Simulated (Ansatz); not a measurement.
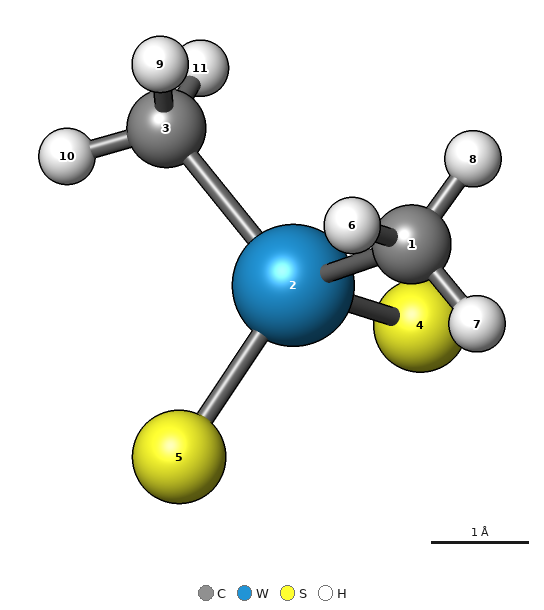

The starting structure (ball-and-stick view, seen at a tilt; atoms are numbered from 1 in the order of the input). Sticks mark near contacts. Bond lengths as drawn: C–H 1.10 to 1.11 Å, C–W 2.16 Å and S–W 2.18 Å.

# Geometry relaxation, with input and output: C2H6S2W (part 1 of 2)

- system: C2H6S2W, SMILES [CH3][W]([CH3])(=[S])=[S]
- method: RKS PBE0-D4/def2-TZVP (Ansatz 0.2.0)

The geometry: GFN2-xTB start. Figures and captions count atoms from 1; the log counts them from 0 in places.

Input
```yaml
crystal:
  periodic: [false, false, false]
  atoms:
    - {symbol: C, position_ang: [-1.673170, 0.603320, 0.476220]}
    - {symbol: W, position_ang: [0.127930, 0.327300, -0.691540]}
    - {symbol: C, position_ang: [1.556470, -0.977910, 0.272100]}
    - {symbol: S, position_ang: [-0.436760, -0.518560, -2.622890]}
    - {symbol: S, position_ang: [1.042000, 2.282140, -1.020270]}
    - {symbol: H, position_ang: [-1.453440, 1.055320, 1.462980]}
    - {symbol: H, position_ang: [-2.409670, 1.262960, -0.010550]}
    - {symbol: H, position_ang: [-2.188740, -0.359750, 0.658590]}
    - {symbol: H, position_ang: [1.274260, -1.038040, 1.348090]}
    - {symbol: H, position_ang: [2.599770, -0.627480, 0.244400]}
    - {symbol: H, position_ang: [1.561360, -2.009300, -0.117120]}
basis:
  gaussian: {orbitals: def2-TZVP}
hamiltonian: {xc: pbe0, dispersion: d4}
relax: {f_tol: 0.005, max_steps: 150}
```

Run as:
```bash
ansatz run in.yaml --threads 4 --pin off --events-out ev --progress --plain --max-ram 11315MiB
```

Log
```
Functional definition: PBE0
  name "PBE0"
  cite "Adamo & Barone, J. Chem. Phys. 110, 6158 (1999) doi:10.1063/1.478522"
  cite "Perdew, Burke & Ernzerhof, Phys. Rev. Lett. 77, 3865 (1996) doi:10.1103/PhysRevLett.77.3865"
  parent pbe
  parameter a = 0.25
  parameter kappa = 0.804
  parameter beta = 0.06672455060314922
  exchange = (1 - a)*pbe_x(kappa = kappa, mu = beta*pi^2/3) + a*exact_x
  correlation = pbe_c(beta = beta)
1566 factors; their error is unknown
mean field evaluation 1: about -25650.8454 eV, gradient 7.1e1 eV
mean field evaluation 2: about -25623.4455 eV, gradient 1.3e2 eV
mean field evaluation 4: about -25660.6606 eV, gradient 2.4e1 eV
mean field evaluation 8: about -25662.0997 eV, gradient 2.5e-1 eV
mean field evaluation 16: about -25662.1457 eV, gradient 2.6e-3 eV
mean field -25662.14566618 eV, -943.0664588051 hartree, gradient 3.6e-5 eV, S^2 0.000000; 0 other end points of the search recorded, 0 dependent functions left out
the calculation of the forces begins
reference -25662.14569775 eV, -943.0664599652 hartree; 32, 32 occupied and 180, 180 virtual orbitals, 1566 factors
relax step   1: F+E_penalty+E_count = -25662.42891968 eV  Δ(F+E_penalty+E_count) = +0.000e0 eV  max|allowed force component| = 1.901e0 eV/Å  Δτ_max = 0.0000 Å  (33 SCF iters, accepted)
these checks for a lower state are left out or cut short: starts, cluster_reference, orbital_swaps, neighbouring_geometries, increment
1566 factors; their error is unknown
mean field -25662.27850007 eV, -943.0713403603 hartree, gradient 1.9e-5 eV, S^2 0.000000; 0 other end points of the search recorded, 0 dependent functions left out
[... from here on the field's lines of each further geometry are left out, up to the last ...]
relax step   2: F+E_penalty+E_count = -25662.57880067 eV  Δ(F+E_penalty+E_count) = -1.499e-1 eV  max|allowed force component| = 1.695e0 eV/Å  Δτ_max = 0.1905 Å  (40 SCF iters, accepted)
relax step   3: F+E_penalty+E_count = -25662.70704064 eV  Δ(F+E_penalty+E_count) = -1.282e-1 eV  max|allowed force component| = 2.589e-1 eV/Å  Δτ_max = 0.1061 Å  (41 SCF iters, accepted)
relax step   4: F+E_penalty+E_count = -25662.71237587 eV  Δ(F+E_penalty+E_count) = -5.335e-3 eV  max|allowed force component| = 7.667e-2 eV/Å  Δτ_max = 0.0650 Å  (34 SCF iters, accepted)
relax step   5: F+E_penalty+E_count = -25662.71695564 eV  Δ(F+E_penalty+E_count) = -4.580e-3 eV  max|allowed force component| = 2.702e-1 eV/Å  Δτ_max = 0.1389 Å  (41 SCF iters, accepted)
relax step   6: F+E_penalty+E_count = -25662.72413173 eV  Δ(F+E_penalty+E_count) = -7.176e-3 eV  max|allowed force component| = 1.596e-1 eV/Å  Δτ_max = 0.0951 Å  (34 SCF iters, accepted)
relax step   7: F+E_penalty+E_count = -25662.72832995 eV  Δ(F+E_penalty+E_count) = -4.198e-3 eV  max|allowed force component| = 1.543e-1 eV/Å  Δτ_max = 0.1252 Å  (35 SCF iters, accepted)
relax step   8: F+E_penalty+E_count = -25662.73281601 eV  Δ(F+E_penalty+E_count) = -4.486e-3 eV  max|allowed force component| = 3.258e-2 eV/Å  Δτ_max = 0.0734 Å  (37 SCF iters, accepted)
relax step   9: F+E_penalty+E_count = -25662.73246284 eV  Δ(F+E_penalty+E_count) = +3.532e-4 eV  max|allowed force component| = 1.824e-1 eV/Å  Δτ_max = 0.0872 Å  (36 SCF iters, rejected (line search))
relax step  10: F+E_penalty+E_count = -25662.73352650 eV  Δ(F+E_penalty+E_count) = -7.105e-4 eV  max|allowed force component| = 4.446e-2 eV/Å  Δτ_max = 0.0436 Å  (35 SCF iters, accepted)
relax step  11: F+E_penalty+E_count = -25662.73355689 eV  Δ(F+E_penalty+E_count) = -3.039e-5 eV  max|allowed force component| = 5.081e-2 eV/Å  Δτ_max = 0.0533 Å  (35 SCF iters, accepted)
relax step  12: F+E_penalty+E_count = -25662.73392125 eV  Δ(F+E_penalty+E_count) = -3.644e-4 eV  max|allowed force component| = 3.470e-2 eV/Å  Δτ_max = 0.0120 Å  (38 SCF iters, accepted)
the calculation of the forces begins
reference -25662.43968428 eV, -943.0772637708 hartree; 32, 32 occupied and 180, 180 virtual orbitals, 1566 factors
relax step  13: F+E_penalty+E_count = -25662.73403260 eV  Δ(F+E_penalty+E_count) = -1.114e-4 eV  max|allowed force component| = 7.917e-4 eV/Å  Δτ_max = 0.0043 Å  (38 SCF iters, accepted)
1566 factors; their error is unknown
mean field evaluation 128: about -25662.4397 eV, gradient 2.2e-5 eV
```

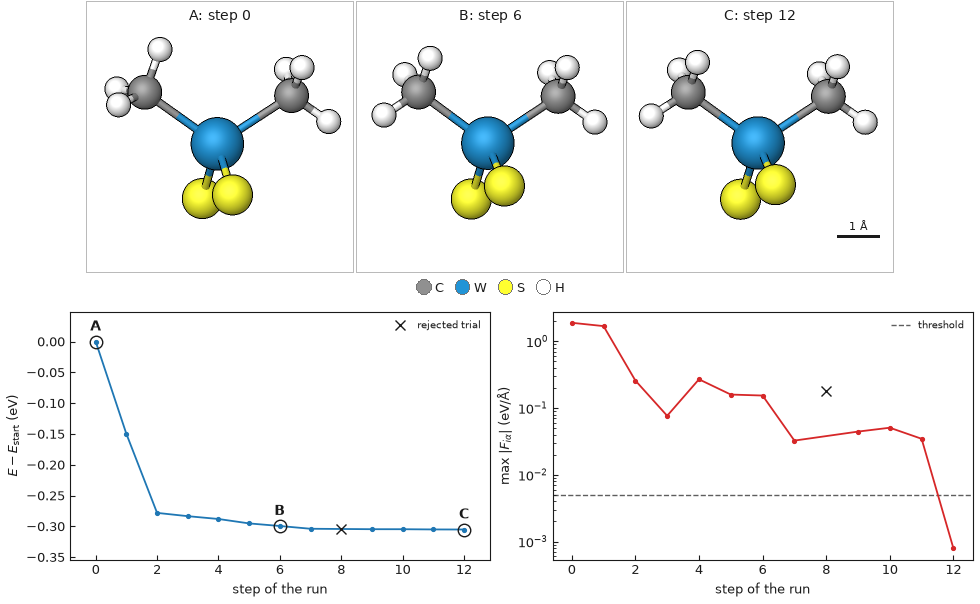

Frames of the relaxation (ball-and-stick view, seen at a tilt) above the curves, on which the letters mark them (the first geometry is step 0 here and step 1 in the log).

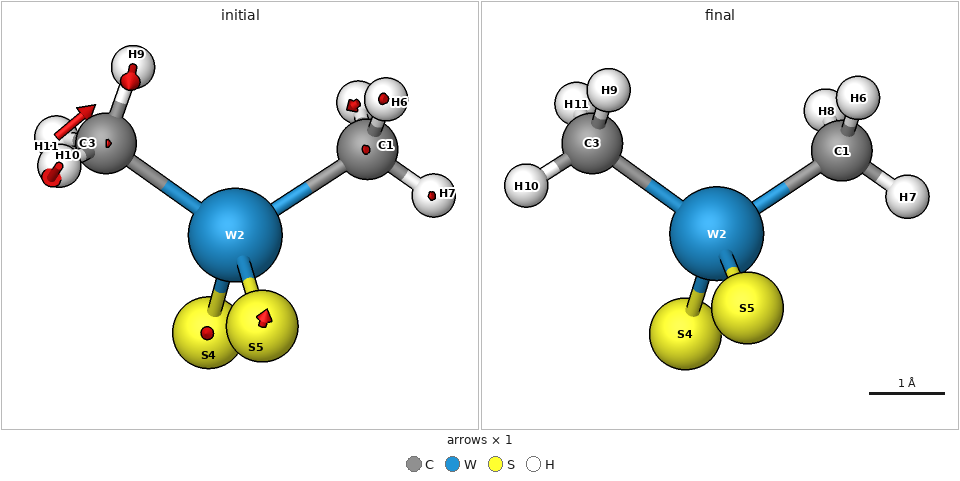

Before (left) and after (right) the relaxation, at one scale (ball-and-stick view, seen at a tilt). The red arrows give the displacements, at true length. Over 12 geometry steps the energy falls by 0.305 eV. The largest force component goes from 1.9 to 0.00079 eV/Å. The line search rejected the trial step at point 8 (counted from 0) and went back. The atom that moves furthest after the best rigid fit is H11 (0.71 Å). By element the largest moves are H 0.71 Å, S 0.28 Å, C 0.11 Å, W 0.06 Å. Among the contacts that change: C1–W2 2.164 → 2.092 Å, W2–S4 2.183 → 2.118 Å, C1–H6 1.107 → 1.096 Å, C1–H7 1.102 → 1.093 Å. Among the angles that change: W2–C3–H11 114.2° → 108.8°, S4–W2–S5 108.8° → 112.2°, W2–C1–H6 111.6° → 108.8°. (Atoms are counted from 1 in the order of the input.)

```
mean field -25662.43965325 eV, -943.0772626305 hartree, gradient 2.5e-5 eV, S^2 0.000000; 1 other end points of the search recorded, 0 dependent functions left out
the calculation of the forces begins
reference -25662.43968428 eV, -943.0772637708 hartree; 32, 32 occupied and 180, 180 virtual orbitals, 1566 factors
Total energy: -25662.73406363 eV, -943.0880820123 hartree
Atom 0 at    -1.654711     0.509090     0.414609 Å, force    -0.000498    -0.000233    -0.000424 eV/Å
Atom 1 at     0.142861     0.371975    -0.646091 Å, force     0.000350    -0.000259     0.000043 eV/Å
Atom 2 at     1.498886    -0.915540     0.291310 Å, force     0.000262     0.000365    -0.000027 eV/Å
Atom 3 at    -0.281762    -0.399437    -2.572893 Å, force     0.000175    -0.000045     0.000394 eV/Å
Atom 4 at     1.011538     2.302285    -0.731881 Å, force    -0.000566    -0.000590     0.000315 eV/Å
Atom 5 at    -1.443430     0.894388     1.418805 Å, force    -0.000128    -0.000144    -0.000463 eV/Å
Atom 6 at    -2.377879     1.173349    -0.064560 Å, force     0.000790     0.000052     0.000518 eV/Å
Atom 7 at    -2.098022    -0.491084     0.484728 Å, force    -0.000148     0.000542    -0.000160 eV/Å
Atom 8 at     1.704087    -0.535739     1.298993 Å, force     0.000456    -0.000242    -0.000213 eV/Å
Atom 9 at     2.446734    -0.994894    -0.246358 Å, force    -0.000792     0.000056    -0.000128 eV/Å
Atom 10 at     1.051707    -1.914393     0.353348 Å, force     0.000099     0.000497     0.000144 eV/Å
Dipole moment:    -0.121556    -0.316975     0.550427 e Å
```

Trajectory as extended XYZ (Å, eV, eV/Å), 13 frames, from step=1 to step=13
```
11
Properties=species:S:1:pos:R:3:forces:R:3 step=1 energy=-25662.42892
C    -1.6732    0.6033    0.4762    0.2127  -0.0673  -0.0670
W     0.1279    0.3273   -0.6915    0.1444   0.5914  -1.2175
C     1.5565   -0.9779    0.2721   -0.1507   0.0687  -0.0450
S    -0.4368   -0.5186   -2.6229    0.4680   0.6788   1.9007
S     1.0420    2.2821   -1.0203   -0.8577  -1.8213   0.4865
H    -1.4534    1.0553    1.4630    0.1560  -0.1277  -0.3683
H    -2.4097    1.2630   -0.0106    0.3087  -0.1413  -0.0385
H    -2.1887   -0.3598    0.6586    0.3230   0.1929  -0.1860
H     1.2743   -1.0380    1.3481   -0.0520   0.1708  -0.3969
H     2.5998   -0.6275    0.2444   -0.3399   0.1176  -0.0661
H     1.5614   -2.0093   -0.1171   -0.2124   0.3376  -0.0019
11
Properties=species:S:1:pos:R:3:forces:R:3 step=2 energy=-25662.57880
C    -1.5897    0.5727    0.4362   -0.6827   0.0180   0.5139
W     0.1245    0.3173   -0.6625   -0.0849  -0.5649   1.1215
C     1.4851   -0.9258    0.2492    0.5416  -0.6056   0.3430
S    -0.4492   -0.5525   -2.4529   -0.4452  -0.5977  -1.6945
S     0.9942    2.1888   -0.8612    0.7127   1.6014  -0.3415
H    -1.3291    0.9992    1.4168   -0.0838  -0.0423  -0.1262
H    -2.2990    1.2441   -0.0624    0.0483  -0.0924   0.1115
H    -2.0694   -0.4099    0.5697    0.0268   0.1767   0.0067
H     1.2012   -0.8958    1.3207    0.0997   0.0068  -0.1685
H     2.5210   -0.5775    0.1588   -0.1676  -0.1117   0.0786
H     1.4104   -1.9606   -0.1123    0.0351   0.2118   0.1555
11
Properties=species:S:1:pos:R:3:forces:R:3 step=3 energy=-25662.70704
C    -1.6103    0.5625    0.4531   -0.1222  -0.0021   0.0791
W     0.1312    0.3294   -0.6788    0.0298   0.0601  -0.2589
C     1.4992   -0.9408    0.2659    0.0944  -0.1297   0.0666
S    -0.4339   -0.5052   -2.5466    0.0375   0.0403   0.1436
S     1.0124    2.2436   -0.9294   -0.0518  -0.1132   0.0755
H    -1.3542    0.9656    1.4421   -0.0003  -0.0162  -0.0761
H    -2.3249    1.2425   -0.0216    0.0479  -0.0434   0.0292
H    -2.0923   -0.4182    0.5673    0.0414   0.0681  -0.0077
H     1.2405   -0.8543    1.3381    0.0448   0.0223  -0.1083
H     2.5441   -0.6372    0.1490   -0.1062  -0.0279   0.0177
H     1.3882   -1.9877   -0.0390   -0.0151   0.1417   0.0392
```
